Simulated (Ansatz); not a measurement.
# C: pressure series

Consider C in the graphite type structure (space group P6_3/mmc, No. 194; a = 2.458 Å, c = 6.563 Å; layered, stacked along the Cartesian z axis).

Cell and atoms are relaxed at each pressure.

All numbers come from Kohn–Sham DFT with the PBEsol-D3(BJ) functional, run in Ansatz (a program for electronic structure) with PAW and 420 eV plane waves, without spin-orbit coupling.

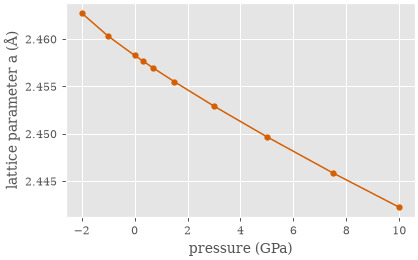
Lattice parameter a against pressure

Task: From the plot, what is the lattice parameter a for pressure 1.5 GPa?

Result: About 2.456 Å.

Task: Is the trend monotonic over the range shown?

Result: Yes, it falls throughout, spanning 2.442 Å to 2.463 Å.

A case with no gap was solved on a k-mesh chosen for an insulator, which is coarse for it. Load acts through the strain it causes; cell and atoms are relaxed under it. Whether these cells are dynamically stable was not tested. Competing high-pressure phases were not computed.
